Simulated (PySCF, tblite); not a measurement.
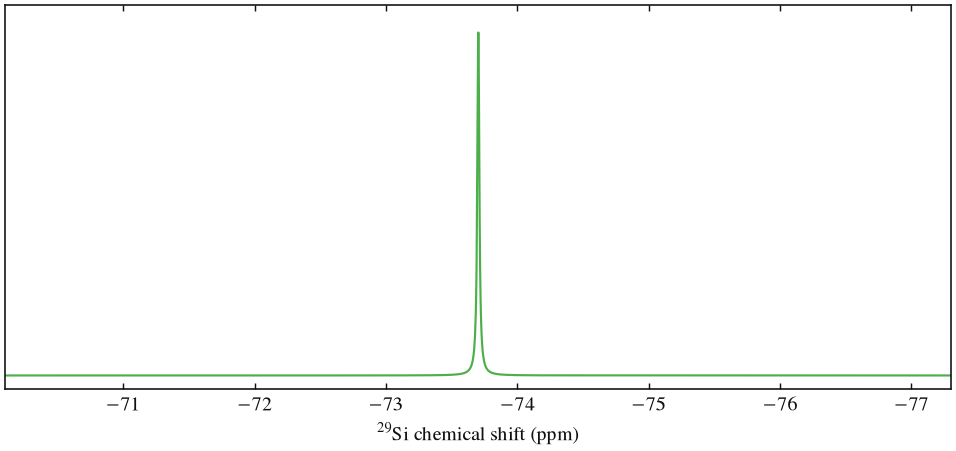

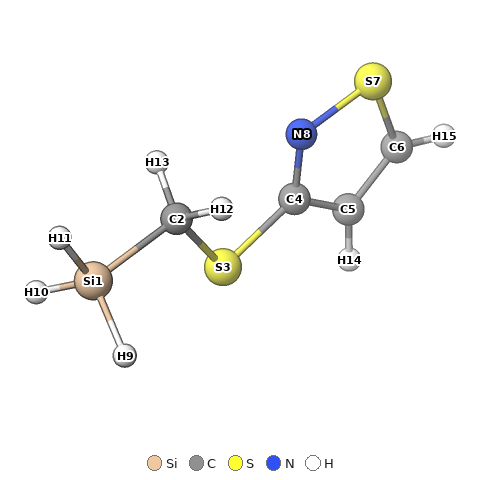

Spectrum and numbered structure of C₄H₇NS₂Si, SMILES [SiH3]CSc1ccsn1. GIAO shifts, PBE0/pcSseg-1, PySCF 2.14.0, at a GFN2-xTB geometry (a minimum by its frequencies), against TMS for ²⁹Si computed at the same level. Gas phase, fully decoupled, line heights follow the number of nuclei, widths are arbitrary (no quadrupolar broadening); values of one conformer, averaged over methyl-type rotors and exact or near symmetry; other conformers aren't averaged in.

**Where does the ²⁹Si line lie?**

At −73.7 ppm (Si1).

Known limits of this run: the tight-binding geometry is rougher than a DFT one and adds to the error.
